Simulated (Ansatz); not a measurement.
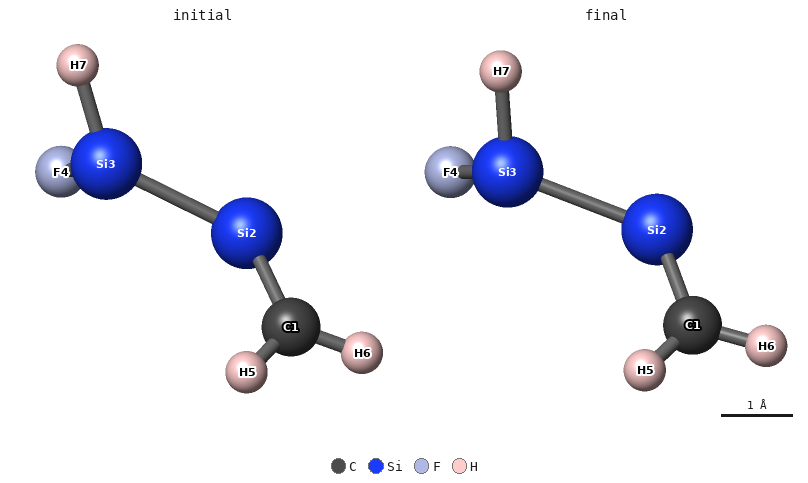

The structure of CH3FSi2 before (left) and after (right) a relaxation, at one scale.

A ball-and-stick model, seen from a free direction.

These are results of RKS PBE0-D4/def2-TZVP (Ansatz 0.2.0), not measurements.

The input:
```yaml
crystal:
  periodic: [false, false, false]
  atoms:
    - {symbol: C, position_ang: [-1.046990, 1.562170, -0.170330]}
    - {symbol: Si, position_ang: [-0.516160, 0.062560, 0.588210]}
    - {symbol: Si, position_ang: [1.212830, -1.216910, -0.000030]}
    - {symbol: F, position_ang: [0.561850, -2.703730, -0.222960]}
    - {symbol: H, position_ang: [-0.741610, 1.857950, -1.161650]}
    - {symbol: H, position_ang: [-1.862750, 2.141180, 0.229620]}
    - {symbol: H, position_ang: [2.392820, -1.703210, 0.737120]}
basis:
  gaussian: {orbitals: def2-TZVP}
hamiltonian: {xc: pbe0, dispersion: d4}
relax: {f_tol: 0.005, max_steps: 200}
```

Command:
```bash
ansatz run in.yaml --threads 2 --pin off --events-out ev --progress --plain --max-ram 4352MiB
```

Question: Describe what moved and what it gained.

Answer: The energy falls by 0.249 eV in 16 accepted moves (22 points after the start). Largest force component: 1.6 eV/Å at the start, 0.0023 eV/Å at the end. The line search rejected the trial steps at points 2, 7, 12, 14, 18, 19 of the run. The atom that moves furthest after the best rigid fit is H7 (0.31 Å). By element the largest moves are H 0.31 Å, F 0.21 Å, Si 0.18 Å, C 0.06 Å. Among the contacts that change: C1–Si2 1.762 → 1.715 Å, Si2–Si3 2.230 → 2.275 Å, Si3–F4 1.638 → 1.602 Å, Si3–H7 1.474 → 1.498 Å. Bond angles that change, for instance: Si2–Si3–H7 132.7° → 114.0°, Si2–Si3–F4 104.4° → 117.4°, F4–Si3–H7 95.0° → 103.4°. Cost: 48 s on 2 threads of Intel Xeon Platinum 8488C, with other jobs on the host.
